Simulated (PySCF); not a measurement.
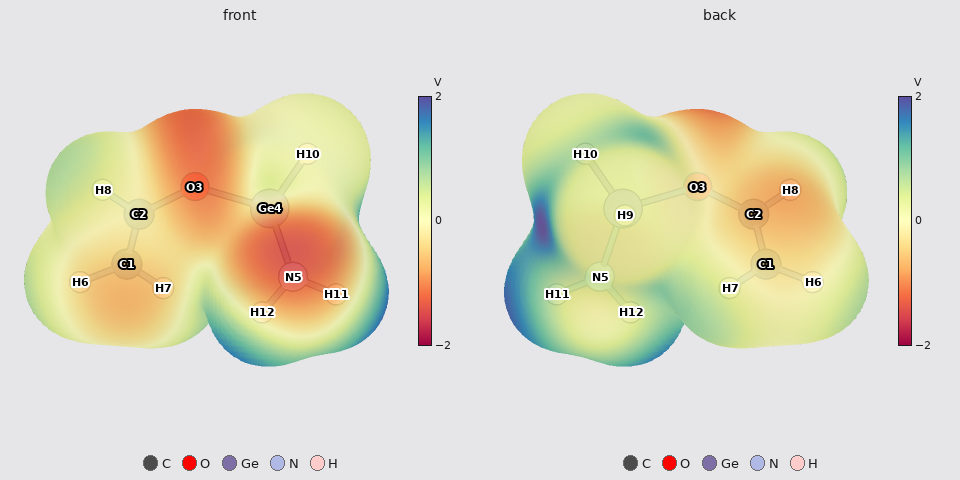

*C2H7GeNO (SMILES C=C[O][GeH2][NH2]). The molecular electrostatic potential painted on the density surface at 0.002 e/bohr³, seen from the front and from behind; the colour scale runs from red (negative) to blue (positive).*

Geometry: GFN2-xTB.

Method: PySCF, PBE0/def2-SVPD, SCF density, gas phase.

```yaml
atoms:
  - { symbol: C, position_ang: [1.8448, 0.6407, -0.0136] }
  - { symbol: C, position_ang: [1.4774, -0.4452, 0.6434] }
  - { symbol: O, position_ang: [0.3205, -1.1228, 0.5162] }
  - { symbol: Ge, position_ang: [-1.0963, -0.7765, -0.4700] }
  - { symbol: N, position_ang: [-1.9294, 0.6427, 0.2848] }
  - { symbol: H, position_ang: [2.8006, 1.0974, 0.1609] }
  - { symbol: H, position_ang: [1.2011, 1.0924, -0.7529] }
  - { symbol: H, position_ang: [2.1259, -0.9066, 1.3821] }
  - { symbol: H, position_ang: [-0.6748, -0.6236, -1.9213] }
  - { symbol: H, position_ang: [-1.9080, -2.0028, -0.2236] }
  - { symbol: H, position_ang: [-2.7978, 0.9508, -0.1256] }
  - { symbol: H, position_ang: [-1.3627, 1.4530, 0.4936] }
```

Where is the surface potential most negative and most positive?

The most negative region (about −1.4 V) lies over N5, the most positive (about +1.9 V) over Ge4. N5 is the likeliest acceptor of a hydrogen bond.

How polar is the molecule by this calculation?

Its dipole moment is 1.90 D.
